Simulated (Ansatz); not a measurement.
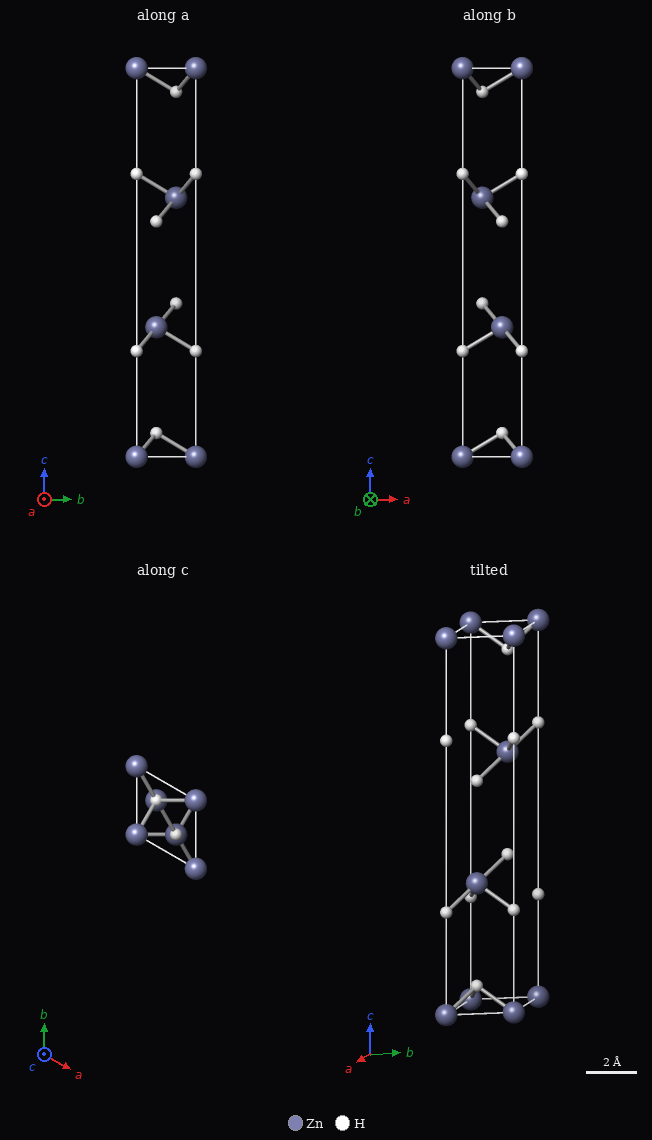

Shown here is a ball-and-stick view of the crystal, taken along the a axis, along the b axis, along the c axis and slightly off an axis. Thin lines show the conventional unit cell, with boundary atoms drawn in all their periodic places.

Lattice parameters: a = 2.7914 Å, b = 2.7914 Å, c = 15.8641 Å, α = 90.000°, β = 90.000°, γ = 120.000°.

Put the structure into a CIF in P1 with every atom of the cell, with free fractional coordinates to two decimals.

```cif
data_structure
_symmetry_space_group_name_H-M 'P 1'
_symmetry_Int_Tables_number 1
_cell_length_a 2.7914
_cell_length_b 2.7914
_cell_length_c 15.8641
_cell_angle_alpha 90.000
_cell_angle_beta 90.000
_cell_angle_gamma 120.000
_cell_volume 107.05
loop_
_atom_site_label
_atom_site_type_symbol
_atom_site_fract_x
_atom_site_fract_y
_atom_site_fract_z
_atom_site_occupancy
Zn1 Zn 0.00 0.00 0.00 1
H1 H 0.00 0.00 0.73 1
H2 H 0.3333 0.6667 0.94 1
Zn2 Zn 0.6667 0.3333 0.3333 1
H3 H 0.6667 0.3333 0.06 1
H4 H 0.00 0.00 0.27 1
Zn3 Zn 0.3333 0.6667 0.6667 1
H5 H 0.3333 0.6667 0.39 1
H6 H 0.6667 0.3333 0.61 1
```

It goes back to a structure type filled with these elements by a generator (whether the compound takes this form wasn't checked). The geometry was optimised with DFT PBE, scalar-relativistic, plane waves, PAW (Ansatz).
